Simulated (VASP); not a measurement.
Band structure of BeZn3Te4 (ordered alloy cell). These are PBEsol GGA, VASP's PBE PAW potentials (set 64) (plane waves; VASP) values and carry that method's errors.

Unless said otherwise, spin-orbit coupling is left out, though it shifts the bands of the heavy elements here.

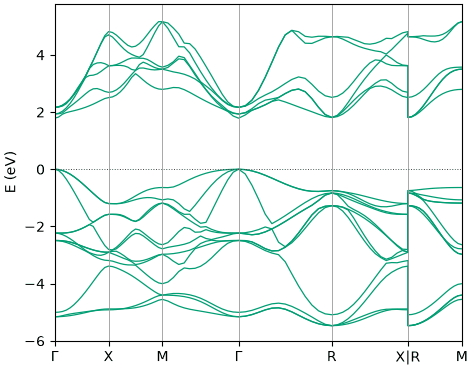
Fig. 1. Bands along high-symmetry lines, zero at the valence-band maximum or, without a gap, the Fermi level

Problem. Read the plot: is there a gap, and where are the band edges?

Solution. The gap is direct, 1.78 eV, from the valence maximum at Γ to the conduction minimum at Γ. (Edges off the drawn lines would not show.)

The structure was generated: BeZn3Te4 was put into an ordered model structure (P-43m), which need not be its known phase. It was relaxed first.
